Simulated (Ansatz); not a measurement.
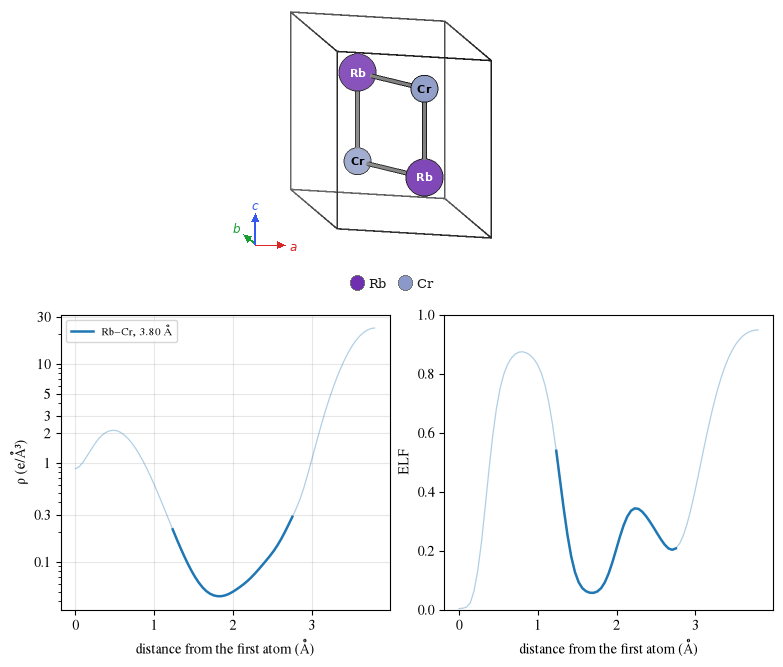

Figure. RbCr. Valence pseudo-density and electron localisation function along straight lines between neighbouring atoms. Thin, pale parts lie inside the atomic spheres. The structure is drawn too.

Space group P6₃/mmc; started from the wurtzite_186 prototype, which need not be the ambient phase; the SCF solution may not be the lowest one; the program warned that another magnetic order may lie lower; spin-polarised.

Method: DFT PBE, scalar-relativistic, plane waves, PAW (Ansatz 0.2.0).

The density is the valence pseudo-density of a PAW calculation; it isn't the true density close to the nuclei.

```xyz
4
Lattice="6.5769 0.0000 0.0000 -3.2884 5.6957 0.0000 0.0000 0.0000 7.6374" Properties=species:S:1:pos:R:3 pbc="T T T"
Rb    0.0000    3.7972    5.7281
Rb    3.2885    1.8986    1.9094
Cr    0.0000    3.7972    1.9094
Cr    3.2885    1.8986    5.7281
```

> What can be read from the curves?

Rb–Cr (3.80 Å): the density is about 0.05 e/Å³ at the midpoint; the ELF is about 0.10 at the midpoint (no shared electron pair shows on this line).
